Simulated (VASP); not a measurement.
Band structure of Ag2S (space group P2_1). Computed with PBEsol GGA, VASP's PBE PAW potentials (set 64) (plane waves; VASP).

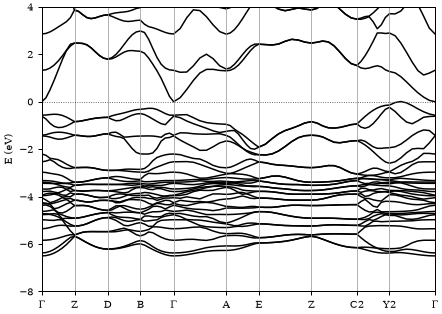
Bands along high-symmetry lines, zero at the valence-band maximum or, without a gap, the Fermi level

**Question.** Read the plot: is there a gap, and where are the band edges?

**Answer.** It has no gap at this level: it comes out as a metal or semimetal. (Edges off the drawn lines would not show.)

The structure comes from a computed database's Ag2S entry (P2_1); how it stands against other phases isn't given here. It was relaxed first, which changed the volume by -9 %.
